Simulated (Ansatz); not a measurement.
System: C₂H₇GeN.

Input

```
crystal:
  periodic: [false, false, false]
  atoms:
    - {symbol: C, position_ang: [-0.380305, 2.115200, -0.322899]}
    - {symbol: C, position_ang: [-0.448420, 0.852879, 0.102978]}
    - {symbol: N, position_ang: [0.069636, -0.261173, -0.522043]}
    - {symbol: Ge, position_ang: [0.426041, -1.839032, 0.355894]}
    - {symbol: H, position_ang: [0.146791, 2.387856, -1.231006]}
    - {symbol: H, position_ang: [-0.870298, 2.902867, 0.231403]}
    - {symbol: H, position_ang: [-0.987128, 0.629621, 1.021950]}
    - {symbol: H, position_ang: [0.594176, -0.061985, -1.360704]}
    - {symbol: H, position_ang: [1.686147, -1.746427, 1.241563]}
    - {symbol: H, position_ang: [0.626776, -2.903801, -0.730150]}
    - {symbol: H, position_ang: [-0.798115, -2.132903, 1.233815]}
basis:
  gaussian: {orbitals: def2-TZVPP}
hamiltonian: {xc: pbe0, dispersion: d4}
output: {orbitals: {seedname: orbitals}}
```

Launched as:

```sh
ansatz run in.yaml --threads 4 --pin off --events-out ev --progress --plain --max-ram 10444MiB
```

Geometry: PBE0-D4/def2-TZVP.

Theory: RKS PBE0-D4/def2-TZVPP in Ansatz 0.2.0.

**What can the converged electron density and electron localisation function tell about the bonding?**

C–C (1.33 Å): ρ at the midpoint is about 2.4 e/Å³; the ELF peaks at about 0.95 between the atoms (a short, multiple covalent bond).
C–N (1.38 Å): the density is about 2.2 e/Å³ at the midpoint; the ELF peaks at about 0.90 between the atoms (a covalent bond).
N–H (1.01 Å): the density is about 2.9 e/Å³ at the midpoint; the ELF climbs to about 1 towards the hydrogen, as it does in any bond to H: an ordinary covalent bond to hydrogen.
C–H (1.08 Å): ρ is about 2 e/Å³ halfway; the ELF climbs to about 1 towards the hydrogen; an ordinary covalent bond to hydrogen.

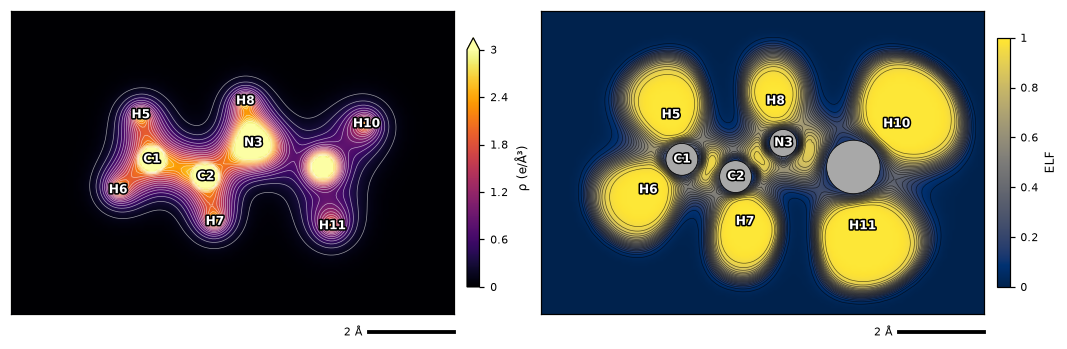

Computed electron density and electron localisation function on the plane of atoms C2, C1 and H5, in this order. Grey discs cover the atomic cores in the ELF map. 
